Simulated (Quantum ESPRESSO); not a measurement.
Density of states of RbPdBr₃ (Pm, 5 atoms in the cell).

```
RbPdBr3
1.0
    5.28908     0.00000     0.00000
    0.00000     5.29620     0.00000
   -0.00397     0.00000     5.29223
Rb Pd Br
1 1 3
Direct
  0.99367   0.00000   0.00102
  0.48492   0.50000   0.49589
  0.48730   0.00000   0.49602
  0.98533   0.50000   0.50105
  0.48878   0.50000   0.99602
```

Method of the run: PBEsol, PseudoDojo standard norm-conserving (PBESOL) pseudopotentials (plane waves; Quantum ESPRESSO).

SCF settings: ecutwfc = 85 Ry; occupations = smearing; smearing = fd; degauss = 0.0099958 Ry; potentials = {Rb: Rb.upf, Pd: Pd.upf, Br: Br.upf}; K_POINTS = automatic 4 4 4 1 1 1; conv_thr = 1e-10 Ry. Keys of the DOS step: nscf.calculation = nscf; nscf.occupations = tetrahedra_opt; nscf.nbnd = 32; nscf.startingwfc = random; nscf.diago_thr_init = 1e-06; nscf.K_POINTS = automatic 8 8 8 0 0 0; dos.x.fildos = dos.dat; dos.x.Emin = -15 eV; dos.x.Emax = 30 eV; dos.x.DeltaE = 0.1 eV.

The starting cell comes from a database of computed structures (which also holds hypothetical and non-ambient phases and stackings), without a prior relaxation at this level. Spin polarisation is off.

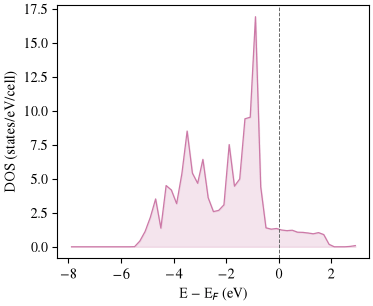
Figure: Total density of states, both spins summed.

Total DOS (both spins), as means of the tabulated values in each energy bin; the zero is the program's Fermi level or highest filled level, and the curve is cut to this window:

```csv
E (eV),states/eV/cell
-7.75,0.00
-7.25,0.00
-6.75,0.00
-6.25,0.00
-5.75,0.00
-5.25,0.52
-4.75,2.85
-4.25,3.35
-3.75,4.28
-3.25,6.20
-2.75,5.02
-2.25,2.78
-1.75,5.99
-1.25,7.97
-0.75,10.7
-0.25,1.35
0.25,1.21
0.75,1.12
1.25,0.99
1.75,0.71
2.25,0.00
2.75,0.04
```

Around zero the curve holds about 1.3 states/eV/cell.
